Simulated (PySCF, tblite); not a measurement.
# C₆H₁₂Si: geometry, infrared bands and NMR shifts

Aim: predict the infrared bands and NMR shifts of C₆H₁₂Si (`CC[C@@H]1C=C([SiH3])C1`).

Programs: tblite 0.8.0 and PySCF 2.14.0, with density-fitted response routines of our own. Each step states its level of theory. These are calculated values for one molecule in the gas phase, unless marked as measured. Atoms are numbered from 0 throughout.

**1. The molecule as given**

19 atoms, charge 0, multiplicity 1; geometry from: force field or distance geometry start.

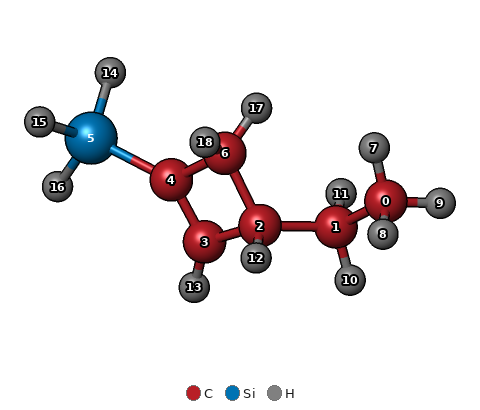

As it starts; carbon red, silicon blue, hydrogen grey, atoms numbered; sticks join atoms by distance.

**2. Optimising the geometry with GFN2-xTB**

Job settings and geometry (Å):

```
{"job": {"kind": "relax", "xc": "GFN2-xTB", "basis": "xTB"}, "charge": 0, "multiplicity": 1}
C     -2.821800    -0.377600     0.095400
C     -1.711700     0.545400    -0.373900
C     -0.514400     0.459800     0.602200
C      0.723500     1.213900     0.142600
C      1.499000     0.102300     0.167000
Si     3.315200    -0.234200    -0.209000
C      0.355000    -0.811600     0.531400
H     -2.498200    -1.414600     0.127500
H     -3.165100    -0.107200     1.102500
H     -3.688200    -0.302500    -0.580100
H     -2.085400     1.568400    -0.407400
H     -1.409900     0.261000    -1.380100
H     -0.843800     0.713000     1.632700
H      0.911700     2.256700    -0.062400
H      3.432300    -1.183800    -1.331400
H      3.968800    -0.821800     1.002400
H      4.016500     1.031000    -0.564000
H      0.059500    -1.553100    -0.225800
H      0.446900    -1.335800     1.499400
```

The run is started by

```console
OMP_NUM_THREADS=1 python probes_run.py task.json out
```

The driver reads the jobs from task.json and runs them one after another.

Log:

```text
step      E/eV     max force
  0    -561.63436    1.240
  1    -561.68557    0.633
  2    -561.70347    0.365
  3    -561.71386    0.189
  4    -561.71686    0.121
  5    -561.71830    0.079
  6    -561.71932    0.065
  7    -561.72013    0.062
  8    -561.72083    0.061
  9    -561.72134    0.052
 10    -561.72170    0.054
 11    -561.72201    0.048
 12    -561.72228    0.045
 13    -561.72250    0.031
 14    -561.72264    0.026
 15    -561.72276    0.027
 16    -561.72287    0.023
 17    -561.72296    0.021
 18    -561.72303    0.017
 19    -561.72309    0.020
 20    -561.72315    0.017
 21    -561.72321    0.016
 22    -561.72325    0.016
 23    -561.72330    0.017
 24    -561.72335    0.021
 25    -561.72341    0.020
 26    -561.72347    0.018
 27    -561.72353    0.018
 28    -561.72358    0.018
 29    -561.72363    0.016
 30    -561.72367    0.015
 31    -561.72370    0.013
 32    -561.72373    0.011
 33    -561.72376    0.014
 34    -561.72378    0.013
 35    -561.72381    0.013
 36    -561.72385    0.013
 37    -561.72389    0.015
 38    -561.72392    0.016
 39    -561.72396    0.018
 40    -561.72400    0.018
 41    -561.72405    0.016
 42    -561.72410    0.019
 43    -561.72414    0.014
 44    -561.72417    0.012
 45    -561.72418    0.009
```

Run time: 0.5 s. Hardware: 1 thread of Arm Neoverse N1, shared host.

The steps of the relaxation: (not every step is listed)

```csv
step,energy from step 0 (eV),largest force (eV/Å)
0,0.0000,1.2396
1,-0.0512,0.6325
2,-0.0691,0.3647
3,-0.0795,0.1888
4,-0.0825,0.1206
5,-0.0839,0.0791
6,-0.0850,0.0649
7,-0.0858,0.0618
8,-0.0865,0.0606
11,-0.0876,0.0481
14,-0.0883,0.0256
17,-0.0886,0.0213
20,-0.0888,0.0173
23,-0.0889,0.0171
26,-0.0891,0.0185
29,-0.0893,0.0161
32,-0.0894,0.0114
35,-0.0894,0.0135
38,-0.0896,0.0158
40,-0.0896,0.0179
41,-0.0897,0.0158
42,-0.0897,0.0188
43,-0.0898,0.0136
44,-0.0898,0.0121
45,-0.0898,0.0094
```

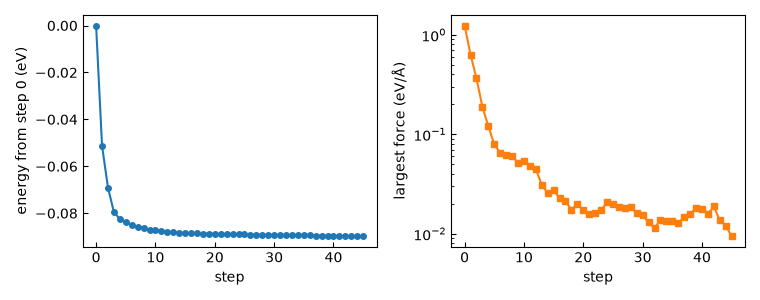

Energy and force, step by step.

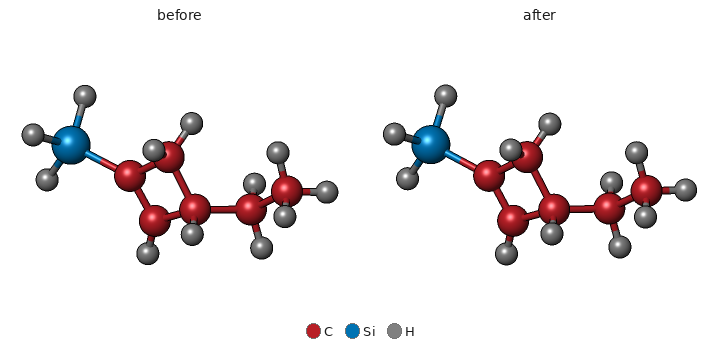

The geometry before (left) and after (right).

Close pairs (by a distance rule), those that changed most:

```csv
bond,before (Å),after (Å),change (Å)
Si5–H15,1.497,1.467,-0.030
Si5–H16,1.489,1.463,-0.027
C1–C2,1.547,1.524,-0.023
C3–C4,1.356,1.338,-0.017
C2–C3,1.521,1.504,-0.017
C2–H12,1.111,1.094,-0.017
C4–Si5,1.885,1.868,-0.017
C6–H18,1.105,1.089,-0.015
```

The final coordinates are the input of the step that follows.

**3. Infrared spectrum with GFN2-xTB**

Job settings and geometry (Å):

```
{"job": {"kind": "ir", "xc": "GFN2-xTB", "basis": "xTB"}, "charge": 0, "multiplicity": 1}
C     -2.835589    -0.380565     0.090376
C     -1.697939     0.529103    -0.358952
C     -0.515884     0.472971     0.601400
C      0.727579     1.209704     0.186117
C      1.504444     0.120663     0.143919
Si     3.301755    -0.235137    -0.221760
C      0.369336    -0.801368     0.544759
H     -2.497706    -1.412335     0.154474
H     -3.200626    -0.078928     1.070215
H     -3.663207    -0.332579    -0.613628
H     -2.056862     1.560032    -0.416210
H     -1.361858     0.237034    -1.356806
H     -0.854418     0.716404     1.613156
H      0.901106     2.254429    -0.004160
H      3.382341    -1.190041    -1.331707
H      3.918692    -0.828998     0.968853
H      3.984121     1.009009    -0.577472
H      0.079857    -1.522551    -0.217648
H      0.505055    -1.317597     1.494150
```

Log:

```text
mode    cm-1     km/mol
  1      60.7      0.06
  2      71.7      0.03
  3      96.4      0.04
  4     173.1      0.08
  5     213.0      0.07
  6     239.8      0.25
  7     284.2      0.22
  8     394.1      2.62
  9     437.1      0.45
 10     515.2     21.43
 11     542.0     51.07
 12     553.6     86.85
 13     767.7     37.26
 14     782.0    183.31
 15     785.4    378.13
 16     795.2    247.14
 17     804.0     12.37
 18     854.9      9.66
 19     937.0      2.28
 20     959.3      8.74
 21     987.9      2.91
 22    1014.2      4.09
 23    1035.8      2.43
 24    1085.2      1.14
 25    1096.0      3.55
 26    1142.8      8.46
 27    1150.9      1.09
 28    1200.6      0.47
 29    1205.6      0.33
 30    1235.1      1.56
 31    1248.1      0.71
 32    1299.1      4.13
 33    1349.2      0.88
 34    1414.3      1.70
 35    1458.5      0.28
 36    1493.1      0.20
 37    1503.3      2.65
 38    1506.3      1.50
 39    1649.0     28.97
 40    2232.7    415.44
 41    2241.0    233.65
 42    2267.6    304.19
 43    2924.0     40.44
 44    2961.9     44.55
 45    2976.7     22.12
 46    2987.0     58.25
 47    3000.5     37.06
 48    3028.3     53.15
 49    3033.7     52.73
 50    3039.6     28.98
 51    3103.2     58.22
```

Wall time 1.1 s (1 thread of Arm Neoverse N1, shared host).

The strongest bands and the atoms that carry them (share of the mass-weighted mode):

```csv
cm⁻¹,km/mol,atoms
554,86.8,"H15 42 %, H14 27 %, C4 13 %, Si5 10 %"
782,183.3,"H16 57 %, H15 26 %, H14 12 %"
785,378.1,"H16 31 %, H14 30 %, H15 18 %"
795,247.1,"H15 47 %, H14 47 %"
2233,415.4,"H15 58 %, H14 38 %"
2241,233.7,"H14 58 %, H15 39 %"
2268,304.2,H16 97 %
2987,58.2,"H18 62 %, H17 25 %"
```

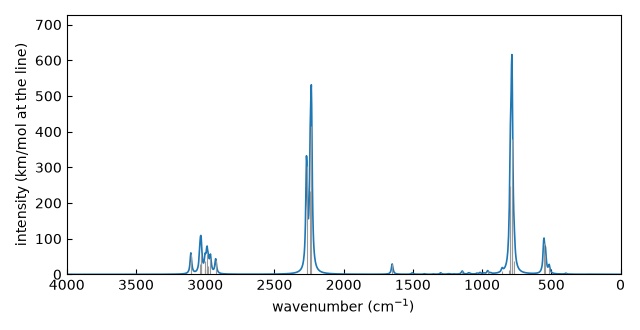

The infrared spectrum from these modes, unscaled. Lines are broadened to a width of 14 cm⁻¹ (Lorentzian).

**4. Nuclear shieldings: PBE0/pcSseg-1**

The job, as its differences from that of step 3:

```diff
@@ -1,2 +1,2 @@
-{"job": {"kind": "ir", "xc": "GFN2-xTB", "basis": "xTB"}, "charge": 0, "multiplicity": 1}
+{"job": {"kind": "nmr", "xc": "PBE0", "basis": "pcSseg-1"}, "charge": 0, "multiplicity": 1}
 C     -2.835589    -0.380565     0.090376
```

Level: GIAO PBE0/pcSseg-1 NMR shielding, non-relativistic, gas phase.

Log:

```text
coarse grid: 15584 points
cycle   1  E = -524.7518154228  dE =  6.952e-01  |g| = 4.080e-01  |ddm| = 3.823e+00
cycle   2  E = -524.7391950755  dE =  1.262e-02  |g| = 4.713e-01  |ddm| = 8.583e-01
cycle   3  E = -524.7981954023  dE = -5.900e-02  |g| = 3.854e-02  |ddm| = 4.918e-01
cycle   4  E = -524.7984041254  dE = -2.087e-04  |g| = 2.463e-02  |ddm| = 5.542e-02
cycle   5  E = -524.7985405524  dE = -1.364e-04  |g| = 7.753e-03  |ddm| = 2.541e-02
cycle   6  E = -524.7985539034  dE = -1.335e-05  |g| = 3.021e-03  |ddm| = 8.902e-03
cycle   7  E = -524.7985561290  dE = -2.226e-06  |g| = 1.827e-04  |ddm| = 2.436e-03
final grid: 143640 points
cycle   8  E = -524.8417655735  dE = -3.936e-05  |g| = 8.202e-03  |ddm| = 3.884e-02
cycle   9  E = -524.8417580042  dE =  7.569e-06  |g| = 9.848e-03  |ddm| = 1.718e-02
cycle  10  E = -524.8417835437  dE = -2.554e-05  |g| = 5.243e-04  |ddm| = 9.533e-03
cycle  11  E = -524.8417835981  dE = -5.447e-08  |g| = 1.871e-04  |ddm| = 6.538e-04
cycle  12  E = -524.8417836061  dE = -8.005e-09  |g| = 4.647e-05  |ddm| = 1.721e-04
cycle  13  E = -524.8417836065  dE = -3.604e-10  |g| = 2.420e-05  |ddm| = 5.607e-05
converged SCF energy = -524.8417836065

GIAO shielding tensors (ppm)
atom      isotropic    diamagn.    paramagn.     s11        s22        s33       span
  0 C      172.574     246.158     -73.584    161.090    168.966    187.667     26.577
  1 C      154.790     247.001     -92.211    143.355    152.004    169.011     25.657
  2 C      136.210     251.505    -115.295    124.321    133.983    150.326     26.005
  3 C       17.977     254.422    -236.444   -101.348     13.106    142.174    243.522
  4 C       36.147     258.290    -222.143    -80.064     26.625    161.879    241.943
  5 Si     437.696     880.679    -442.983    411.695    432.506    468.887     57.193
  6 C      145.711     250.414    -104.703    124.102    154.675    158.357     34.255
  7 H       30.741      30.181       0.561     26.096     30.412     35.715      9.619
  8 H       30.902      29.043       1.859     26.888     28.744     37.074     10.185
  9 H       30.556      27.552       3.004     26.023     27.641     38.003     11.980
 10 H       29.948      31.030      -1.082     25.263     29.037     35.545     10.282
 11 H       30.596      32.008      -1.412     26.977     29.973     34.837      7.860
 12 H       28.988      33.136      -4.148     25.668     28.943     32.353      6.685
 13 H       24.500      34.203      -9.703     22.773     24.921     25.807      3.034
 14 H       27.628      28.661      -1.033     24.419     26.234     32.232      7.813
 15 H       27.631      28.463      -0.832     24.441     26.014     32.438      7.997
 16 H       27.632      28.546      -0.914     24.531     26.128     32.237      7.706
 17 H       29.604      32.546      -2.942     26.305     29.955     32.551      6.246
 18 H       28.947      31.718      -2.770     25.982     27.805     33.055      7.072
```

Run time: 53 s. Hardware: 1 thread of Arm Neoverse N1, shared host; peak memory 0.84 GiB.

Shifts follow as δ = σ(reference) − σ, with reference shieldings (ppm) from runs at the same level and on the same kind of geometry: ¹H TMS 31.72, ¹³C TMS 186.9, ²⁹Si TMS 349.2. The references are single molecules in the gas phase. Atoms listed in one row are averaged.

```csv
atoms,environment,σ (ppm),δ (ppm),δ scaled to CDCl3
C3,alkene CH,18.0,168.9,163.0
C4,fully substituted alkene carbon,36.1,150.8,145.2
C2,allylic sp3 CH,136.2,50.7,47.6
C6,allylic sp3 CH2,145.7,41.2,38.3
C1,sp3 CH2,154.8,32.1,29.4
C0,methyl carbon,172.6,14.4,12.1
H13,hydrogen on an alkene CH,24.50,7.22,6.91
"H14, H15, H16",hydrogen on a silicon bonded to C,27.63,4.09,–
H18,hydrogen on an allylic sp3 CH2,28.95,2.77,2.72
H12,hydrogen on an allylic sp3 CH,28.99,2.73,2.68
H17,hydrogen on an allylic sp3 CH2,29.60,2.11,2.10
H10,hydrogen on an sp3 CH2,29.95,1.77,1.77
H11,hydrogen on an sp3 CH2,30.60,1.12,1.16
"H7, H8, H9",hydrogen on a methyl carbon,30.73,0.98,1.03
Si5,"silicon bonded to C, 3 H",437.7,-88.5,–
```

The scaled column applies a straight-line fit of computed shieldings to shifts measured in CDCl3 (root-mean-square error 0.16 ppm for H, 1.9 ppm for C).

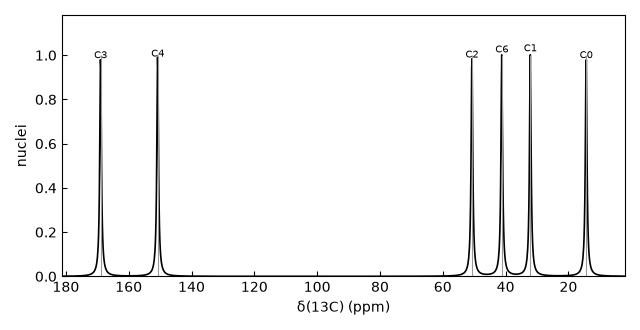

¹³C lines at the computed shifts, without couplings. Lines are broadened to a width of 0.62 ppm (Lorentzian).

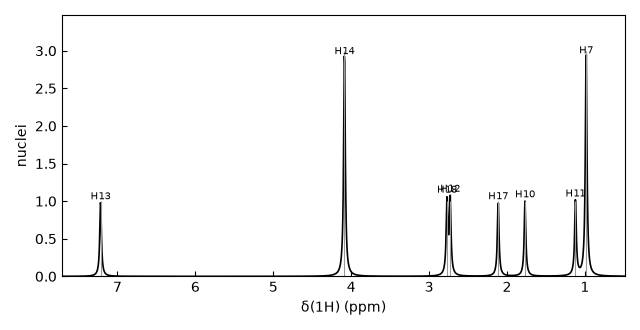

¹H lines at the computed shifts, without couplings. Lines are broadened to a width of 0.02 ppm (Lorentzian).

Charges from the same density, by scheme (e):

```csv
atoms,Mulliken,IAO,Hirshfeld,ESP fit
C0,-0.27,-0.42,-0.12,-0.31
C1,-0.20,-0.25,-0.07,-0.04
C2,-0.30,-0.10,-0.02,0.28
C3,-0.03,-0.14,-0.04,-0.48
C4,-0.39,-0.28,-0.10,0.09
Si5,0.55,0.59,0.30,0.31
C6,-0.08,-0.26,-0.07,-0.41
```

IAO charges:

C0 -0.42; C1 -0.25; C2 -0.10; C3 -0.14; C4 -0.28; Si5 0.59; C6 -0.26; H7 0.14; H8 0.14; H9 0.14; H10 0.13; H11 0.13; H12 0.13; H13 0.14; H14 -0.12; H15 -0.12; H16 -0.12; H17 0.13; H18 0.14

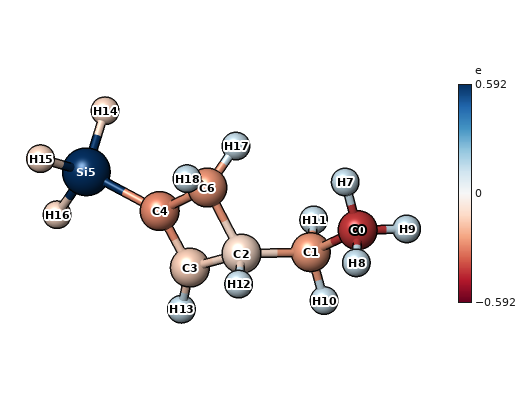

IAO charges, as colours on the atoms.

Mayer bond orders: C0–C1 1.06, C1–C2 0.99, C2–C3 1.01, C3–C4 1.76, C4–Si5 0.91, C4–C6 1.03, C6–C2 1.01.

Ring of atoms C2, C3, C4, C6: NICS(0) 3.6, NICS(1) -2.1, NICS(1)zz 1.7 ppm (means of both faces).

**5. Results**

| quantity | value |
| --- | --- |
| strongest single infrared mode (GFN2-xTB) | 2233 cm⁻¹, 415 km/mol |
| zero-point energy (GFN2-xTB) | 97.4 kcal/mol |
| ¹³C shifts against TMS (PBE0/pcSseg-1) | 168.9, 150.8, 50.7, 41.2, 32.1, 14.4 ppm |
| ¹H shifts against TMS (PBE0/pcSseg-1, means over atoms taken as alike) | 7.22, 4.09, 2.77, 2.73, 2.11, 1.77, 1.12, 0.98 ppm |
| ²⁹Si shifts against TMS (PBE0/pcSseg-1) | -88.5 ppm |

**Reading.** The optimisation took 45 steps and gained 0.090 eV; among the close pairs (by a distance rule), Si5–H15 changed most, from 1.497 to 1.467 Å. All 51 modes are real, so the xTB geometry is a minimum. The strongest single mode, at 2233 cm⁻¹, moves mainly H15 and H14. Unscaled tight-binding wavenumbers are off by several per cent, some by more. Its intensities can rank the bands wrongly. H13 (hydrogen on an alkene CH) lies farthest downfield among hydrogen, at 7.22 ppm; attached to an sp2 carbon and in the plane of the double bond.
